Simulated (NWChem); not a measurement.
**doublet C2H4ClF+ at 4 levels**

We compute a comparison of 4 runs (UHF/STO-3G, UHF/3-21G, UB3LYP/6-31G*) of doublet C2H4ClF+. 

The calculation is run with NWChem 7.3.0.

2 further runs of the same task are left out: 2 that didn't finish.

### 1 Starting point

C2H4ClF+ has 8 atoms, charge +1, and is taken as a doublet. SMILES of the parent species: `FCCCl`. The coordinates come from a PBE0-D4/def2-TZVP relaxation. This is one conformer, not always the lowest. That shape belongs to the parent species and isn't relaxed for this state.

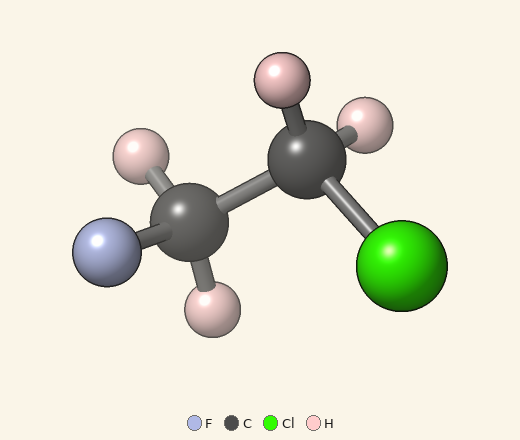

The structure, seen from a chosen angle (fluorine light blue, carbon dark grey, chlorine green, hydrogen pink).

### 2 The energy at UHF/STO-3G (run 1)

calc.nw reads:

```
start calc
title "C2H4ClF hf"
memory stack 880 mb heap 220 mb global 1100 mb
charge 1
geometry units angstroms noautosym nocenter noautoz
 F     -1.336980     0.498150     1.030500
 C     -0.143560     0.671020     0.368890
 C      0.300450    -0.609920    -0.275720
 Cl    -0.759330    -1.087620    -1.620890
 H     -0.273910     1.462220    -0.374180
 H      0.609620     0.981160     1.102570
 H      0.296790    -1.425630     0.446820
 H      1.306920    -0.489380    -0.677980
end
basis spherical bse
 F library STO-3G
 C library STO-3G
 Cl library STO-3G
 H library STO-3G
end
scf
 doublet
 uhf
 thresh 1e-08
 maxiter 80
end
task scf energy
```

Command:

```
$ nwchem calc.nw > calc.out
```

The log of the run:

```text
[...]
  functions       =    28
[...]
  wavefunction    = UHF
[...]
         Total SCF energy =   -629.396948185233
      One electron energy =  -1179.470727504585
      Two electron energy =    388.401760228479
 Nuclear repulsion energy =    161.672019090873
                       Sz =      0.5000
                 Sz(Sz+1) =      0.7500
                      S^2 =      0.7527
[...]
```

Wall time 7.8 s (1 thread of Intel Xeon 6975P-C (Granite Rapids), shared host); peak memory 0.096 GiB.

### 3 The energy at UHF/3-21G (run 2)

input.nw reads:

```
start input
memory total 2200 mb
charge 1

geometry noautosym nocenter noautoz
  F     -1.336980     0.498150     1.030500
  C     -0.143560     0.671020     0.368890
  C      0.300450    -0.609920    -0.275720
  Cl    -0.759330    -1.087620    -1.620890
  H     -0.273910     1.462220    -0.374180
  H      0.609620     0.981160     1.102570
  H      0.296790    -1.425630     0.446820
  H      1.306920    -0.489380    -0.677980
end

basis spherical bse
  F library 3-21G
  C library 3-21G
  Cl library 3-21G
  H library 3-21G
end

scf
  nopen 1
  uhf
  thresh 1e-08
  maxiter 80
end

task scf energy
```

Command:

```
$ nwchem input.nw > input.out
```

The log of the run:

```text
[...]
  functions       =    48
[...]
  wavefunction    = UHF
[...]
         Total SCF energy =   -633.426594553122
      One electron energy =  -1185.367974499637
      Two electron energy =    390.269360855642
 Nuclear repulsion energy =    161.672019090873
                       Sz =      0.5000
                 Sz(Sz+1) =      0.7500
                      S^2 =      0.7539
[...]
```

Run time: 12 s. Hardware: 1 thread of Intel Xeon 6975P-C (Granite Rapids), shared host; peak memory 0.096 GiB.

### 4 The energy at UB3LYP/6-31G(d) (spherical functions) (run 3)

calc.nw reads:

```
start calc
memory 2200 mb
charge 1

geometry units angstroms noautosym nocenter noautoz
 F    -1.336980    0.498150    1.030500
 C    -0.143560    0.671020    0.368890
 C     0.300450   -0.609920   -0.275720
 Cl   -0.759330   -1.087620   -1.620890
 H    -0.273910    1.462220   -0.374180
 H     0.609620    0.981160    1.102570
 H     0.296790   -1.425630    0.446820
 H     1.306920   -0.489380   -0.677980
end

basis spherical bse
 * library 6-31G*
end

dft
 xc b3lyp
 mult 2
 grid xfine
 convergence energy 1e-08
 iterations 100
 mulliken
 print low
end

task dft
```

Command:

```
$ nwchem calc.nw > calc.out
```

The log of the run:

```text
[...]
 d= 0,ls=0.0,diis     1   -637.9988944614 -8.00D+02  1.72D-02  4.46D-01     3.2
[...]
 d= 0,ls=0.0,diis    31   -638.2375408828 -1.12D-09  4.95D-08  5.43D-11    89.5
[...]
         Total DFT energy =     -638.237540882841
      One electron energy =    -1189.903454659051
           Coulomb energy =      440.740852265218
    Exchange-Corr. energy =      -50.746957579881
 Nuclear repulsion energy =      161.672019090873
[...]
      Total Density - Mulliken Population Analysis
     ---------------------------------------------
    Atom       Charge   Shell Charges
 -----------   ------   -------------------------------------------------------
    1 F    9     9.21   2.00  0.95  3.28  1.03  1.93  0.02
    2 C    6     5.95   2.00  0.70  2.01  0.53  0.64  0.07
    3 C    6     6.48   2.00  0.70  2.06  0.70  0.98  0.04
    4 Cl  17    16.51   2.00  2.00  5.97  1.49  3.48  0.46  1.08  0.03
    5 H    1     0.76   0.52  0.23
    6 H    1     0.73   0.51  0.21
    7 H    1     0.68   0.51  0.18
    8 H    1     0.69   0.51  0.18
[...]
      <S2> =      0.7522 (Exact =     0.7500)
[...]
```

It took 90 s on 1 thread of Intel Xeon 6975P-C (Granite Rapids), shared host; peak memory 0.13 GiB.

### 5 A single-point energy at UB3LYP/6-31G(d) (Cartesian functions) (run 4)

run.py reads:

```python
from ase import Atoms
from ase.calculators.nwchem import NWChem

system = Atoms(['F', 'C', 'C', 'Cl', 'H', 'H', 'H', 'H'], positions=[
    [-1.336980, 0.498150, 1.030500],
    [-0.143560, 0.671020, 0.368890],
    [0.300450, -0.609920, -0.275720],
    [-0.759330, -1.087620, -1.620890],
    [-0.273910, 1.462220, -0.374180],
    [0.609620, 0.981160, 1.102570],
    [0.296790, -1.425630, 0.446820],
    [1.306920, -0.489380, -0.677980],
])

calc = NWChem(
    label='c2h4clf',
    theory='dft',
    memory='2200 mb',
    basis='6-31G*',
    charge=1,
    dft={'xc': 'b3lyp', 'mult': '2', 'grid': 'xfine', 'convergence': 'energy 1e-08', 'iterations': '100', 'mulliken': None},
    task='energy',
)
system.calc = calc

print("Total energy (eV):", round(system.get_potential_energy(), 6))
```

Command:

```
$ export ASE_NWCHEM_COMMAND="nwchem PREFIX.nwi > PREFIX.nwo"
$ python run.py
```

The log of the run:

```text
Total energy (eV): -17367.487272
```

The calculator wrote c2h4clf.nwi:

```
title "c2h4clf"

permanent_dir c2h4clf

scratch_dir c2h4clf

start c2h4clf

geometry units angstrom nocenter noautosym noautoz
  F  -1.3369800000000001e+00 4.9814999999999998e-01 1.0305000000000000e+00
  C  -1.4355999999999999e-01 6.7101999999999995e-01 3.6889000000000000e-01
  C  3.0044999999999999e-01 -6.0992000000000002e-01 -2.7572000000000002e-01
  Cl -7.5932999999999995e-01 -1.0876200000000000e+00 -1.6208899999999999e+00
  H  -2.7390999999999999e-01 1.4622200000000001e+00 -3.7418000000000001e-01
  H  6.0962000000000005e-01 9.8116000000000003e-01 1.1025700000000001e+00
  H  2.9679000000000000e-01 -1.4256300000000000e+00 4.4681999999999999e-01
  H  1.3069200000000001e+00 -4.8937999999999998e-01 -6.7798000000000003e-01
end

charge 1

memory 2200 mb

basis noprint
   * library 6-31G*
end

dft
  xc b3lyp
  mult 2
  grid xfine
  convergence energy 1e-08
  iterations 100
  mulliken
end

task dft energy
```

c2h4clf.nwo:

```text
Northwest Computational Chemistry Package (NWChem) 7.3.0
             --------------------------------------------------------

           Job information
           ---------------

    nwchem branch   = 7.3.0
    use scalapack   = T
    input           = c2h4clf.nwi
    prefix          = c2h4clf.
    data base       = c2h4clf/c2h4clf.db
    status          = startup
    nproc           =        1

           Memory information
           ------------------

[... 5 lines left out ...]
    hardfail = no
[... 39 lines left out ...]
            Nuclear Dipole moment (a.u.)
[... 87 lines left out ...]
          Convergence on density requested:  1.00D-05
[... 28 lines left out ...]
          Convergence aids based upon iterative change in
[... 31 lines left out ...]
 2-e energy   =     380.642938
[... 54 lines left out ...]
           Coulomb energy =      440.607063383907
[... 515 lines left out ...]
                     DFT Final Beta Molecular Orbital Analysis
[... 605 lines left out ...]
     Multipole analysis of the density
     ---------------------------------

     L   x y z        total         alpha         beta         nuclear
     -   - - -        -----         -----         ----         -------
     0   0 0 0      1.000000    -21.000000    -20.000000     42.000000

     1   1 0 0      0.180953     21.520155     20.349420    -41.688621
[... 8 lines of this table left out ...]
     2   0 0 2    -15.937004   -114.384080   -106.920517    205.367592

 Task  times  cpu:      101.2s     wall:      101.2s
 Total times  cpu:      101.2s     wall:      101.2s
```

It took 1.7 min on 1 thread of Intel Xeon 6975P-C (Granite Rapids), shared host; peak memory 0.13 GiB.

### 6 All runs side by side

| run | level | iteration cap | module | energy (Eh) | HOMO energy (eV) | LUMO energy (eV) | ⟨S²⟩ | wall time |
| --- | --- | --- | --- | --- | --- | --- | --- | --- |
| 1 | UHF/STO-3G | 80 | scf | -629.396948 | -17.30 | -8.67 | 0.753 | 7.8 s |
| 2 | UHF/3-21G | 80 | scf | -633.426595 | -19.35 | -9.25 | 0.754 | 12 s |
| 3 | UB3LYP/6-31G* (spherical functions) | 100 | dft | -638.237541 | – | – | 0.752 | 90 s |
| 4 | UB3LYP/6-31G* (Cartesian functions) | 100 | dft | -638.243390 | -15.61 | -13.72 | 0.752 | 1.7 min |

### 7 Results

```
                                 quantity          value
                      run 4: total energy  -638.24339 Eh
run 4: HOMO energy (highest over α and β)      -15.61 eV
 run 4: LUMO energy (lowest over α and β)      -13.72 eV
                              run 4: ⟨S²⟩          0.752
```

**Reading.** In run 1 the basis is minimal, so the values are rough. All runs together took 3.5 min, the longest 1.7 min.
